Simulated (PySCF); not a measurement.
System: C$_{7}$H$_{11}$O (doublet).

```yaml
atoms:
  - { symbol: C, position_ang: [2.1517, 1.0633, -0.4419] }
  - { symbol: C, position_ang: [1.1912, 0.2450, -0.0415] }
  - { symbol: C, position_ang: [0.7132, -0.9892, -0.7563] }
  - { symbol: C, position_ang: [-0.5118, -1.4514, 0.0267] }
  - { symbol: C, position_ang: [-1.0538, -0.1909, 0.8078] }
  - { symbol: C, position_ang: [-1.7816, 0.7794, -0.1357] }
  - { symbol: O, position_ang: [-1.7061, -0.5028, 1.8904] }
  - { symbol: C, position_ang: [0.3679, 0.4391, 1.1845] }
  - { symbol: H, position_ang: [2.4070, 1.9518, 0.1096] }
  - { symbol: H, position_ang: [2.7387, 0.8578, -1.3209] }
  - { symbol: H, position_ang: [0.4644, -0.7534, -1.7927] }
  - { symbol: H, position_ang: [1.4864, -1.7600, -0.7735] }
  - { symbol: H, position_ang: [-1.3099, -1.8436, -0.6007] }
  - { symbol: H, position_ang: [-0.2549, -2.2020, 0.7734] }
  - { symbol: H, position_ang: [-1.1335, 1.1097, -0.9424] }
  - { symbol: H, position_ang: [-2.1230, 1.6436, 0.4291] }
  - { symbol: H, position_ang: [-2.6569, 0.2851, -0.5516] }
  - { symbol: H, position_ang: [0.2523, 1.4753, 1.4951] }
  - { symbol: H, position_ang: [0.7489, -0.1475, 2.0213] }
```

Geometry: GFN2-xTB.

All numbers below come from UKS B3LYP, pcH-1 on C H O, non-relativistic, mean-field spin-orbit, GIAO in PySCF 2.14.0, density-fitted response routines.

What will maps of the electron density, electron localisation function and spin density show?

Answer. C–C (1.32 Å): ρ at the midpoint is about 2.3 e/Å³; the ELF peaks at about 0.90 between the atoms; a multiple bond.
C–H (1.08 Å): ρ at the midpoint is about 2 e/Å³; the ELF climbs to about 1 towards the hydrogen, as it does in any bond to H (a covalent bond by its length).
C–C (1.49 Å): ρ is about 1.8 e/Å³ halfway; the ELF peaks at about 0.95 between the atoms; localised, covalent bonding.
The unpaired spin (1 electron) lies mostly on O7 (about 0.7) and C8 (about 0.1), in electrons by Hirshfeld's partition.

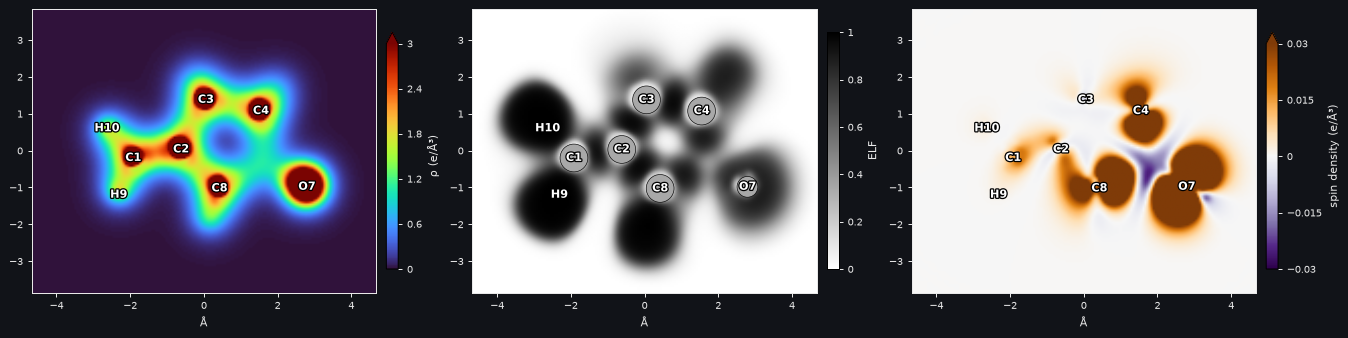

Computed electron density, electron localisation function and spin density on the plane of atoms C2, C3 and C4, in this order. Grey discs cover the atomic cores in the ELF map. 
